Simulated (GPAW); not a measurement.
Consider Sr2Ti2O5 (Cmmm).

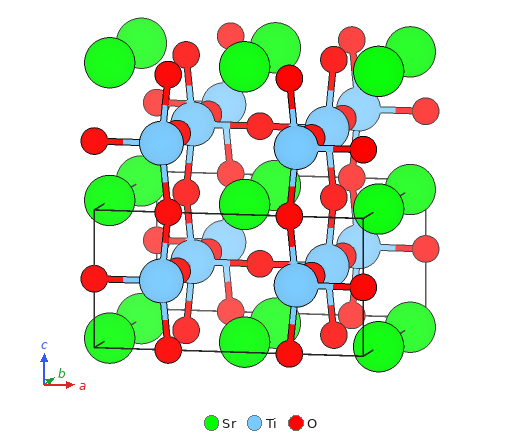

The structure (strontium green, titanium blue, oxygen red). 1×1×2 conventional cells are drawn. Some periodic images of atoms are drawn too.

```xyz
9
Lattice="3.9077 -3.9753 0.0000 3.9077 3.9753 0.0000 0.0000 0.0000 3.9400" Properties=species:S:1:pos:R:3 pbc="T T T"
Sr    3.9077    2.0155    0.0000
Sr    3.9077   -2.0155    0.0000
Ti    1.9507    0.0000    1.9700
Ti    5.8647    0.0000    1.9700
O     0.0000    0.0000    1.9700
O     2.1477    0.0000    0.0000
O     5.6677    0.0000    0.0000
O     1.9539   -1.9877    1.9700
O     1.9539    1.9877    1.9700
```

Absorber: atom 6, with 2 Ti at 1.98 Å (bent, 169°, site symmetry 2mm). Method: GPAW, LDA, excited-electron core hole (neutral cell), 18-atom cell with 6.8 Å between holes, 4×4×4 k points, dipole transitions, Gaussian full width 0.9 eV up to 4 eV, rising linearly to 3.5 eV at 25 eV.

Question: Where do the maxima of the O K edge fall?

Main maxima up to 24 eV above the zero (height): 0.9 eV (1.62), 4.3 eV (2.38), 10.6 eV (1.31) and 17.6 eV (0.92). A K edge sees empty p states; the first features are O p mixed into the empty d states of the Ti neighbours, and the broad ones above probably into the cations' higher empty bands. The total-energy difference is 534.59 eV. One term is added: -8.83 eV, since the hole is spin-paired here and a spin-polarised one costs that much less in the free atom (computed apart). The photon energy is then 525.76 eV. The functional leaves an error in such absolute values: in the free atom LDA prices this hole 4.1 eV below PBE (computed apart), and PBE is itself good to a few eV.

The O K spectrum (energy from the lowest empty level; intensity scaled to a mean of 1 over the first 20 eV; polarised curves are means over the symmetry-equivalent atoms):

```csv
E (eV),isotropic,ε ∥ x,ε ∥ y,ε ∥ z
-2.0,0.00,0.00,0.00,0.00
-0.5,0.10,0.20,0.07,0.02
1.0,1.58,2.40,2.07,0.28
2.5,0.76,0.65,0.13,1.50
4.0,2.20,1.71,1.80,3.09
5.5,1.51,1.68,1.98,0.87
7.0,0.47,0.56,0.71,0.15
8.5,0.60,0.45,0.74,0.62
10.0,1.18,0.72,0.86,1.96
11.5,1.18,0.91,0.87,1.77
13.0,0.87,0.84,0.69,1.08
14.5,0.55,0.42,0.56,0.66
16.0,0.75,0.52,1.04,0.67
17.5,0.92,0.93,1.13,0.69
19.0,0.84,1.21,0.80,0.52
20.5,0.66,0.94,0.67,0.36
22.0,0.55,0.73,0.58,0.34
23.5,0.57,0.79,0.54,0.38
25.0,0.66,0.88,0.61,0.49
26.5,0.78,0.93,0.71,0.68
28.0,0.86,0.89,0.82,0.86
29.5,0.93,0.88,0.99,0.94
31.0,1.04,0.89,1.16,1.06
```

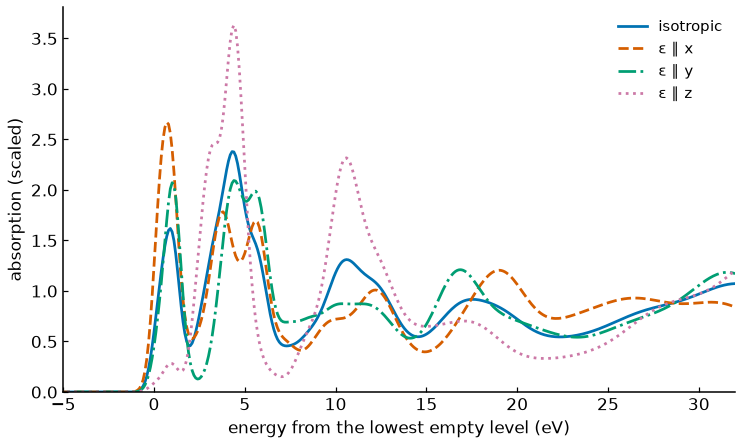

The O K edge.

The unit cell's mesh shows no gap over 0.35 eV. That is right for a metallic compound; for a small-gap or correlated insulator it would be the fault of the functional or of the assumed magnetic order, and the hole would be screened too well. The crystal has 3 inequivalent O sites and not all are shown here, while a measurement adds them all. The mesh is coarse (0.28 Å⁻¹ between points), so small maxima may be mesh ripples. The structure is a computed Materials Project entry and may be a hypothetical form.

[Banner, clock and machine lines of the logs are left out without a mark of their own.]

[Logs are printed without paths, hosts, clocks, repeated set-up lines and the standing remarks that a program may print on its own settings, such as how far it seeks lower states.]

[Hosts, paths, dates, database ids (printed as entryN), source tags and the programs' standing remarks are cut or masked in the printed files.]

[Lists of maxima count a maximum above −3 eV only where it reaches 4 % of the highest in the window and stands out from its surroundings by 2 % of it (1.5 % where it reaches 55 %); shoulders and weaker maxima are passed over, and of the rest the first, up to two pre-edge ones and the few strongest are named.]
